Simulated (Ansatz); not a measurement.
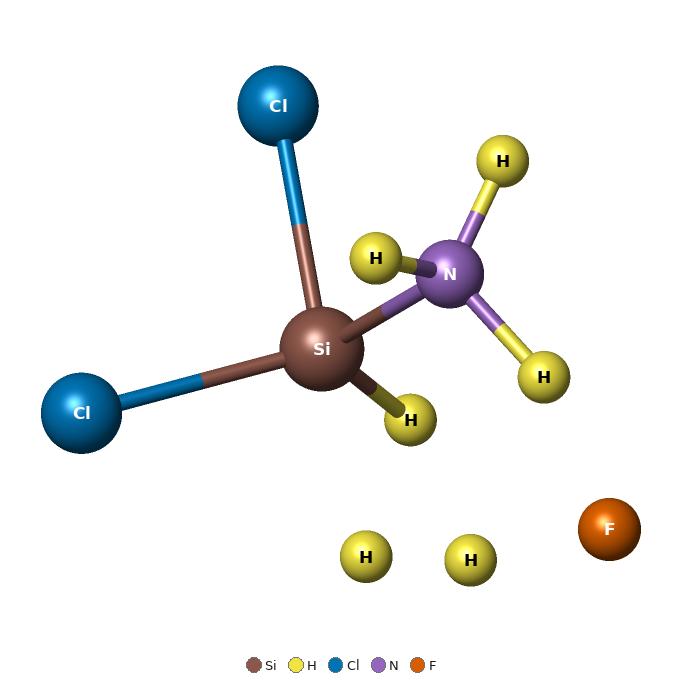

Sticks follow a distance rule. Harmonic vibrations computed with RKS PBE0-D4/def2-TZVP (Ansatz 0.2.0) at a stationary point of the same level.

Question: How many imaginary frequencies does it have?

Answer: A first-order saddle point: one imaginary frequency, 955i cm⁻¹.

Question: List the wavenumbers.

Answer: 27 modes: 955i, 46, 146, 187, 224, 267, 362, 467, 501, 547, 609, 697, 723, 916, 950, 1001, 1037, 1189, 1386, 1535, 1615, 1641, 1879, 2301, 2364, 3504, 3582 cm⁻¹.
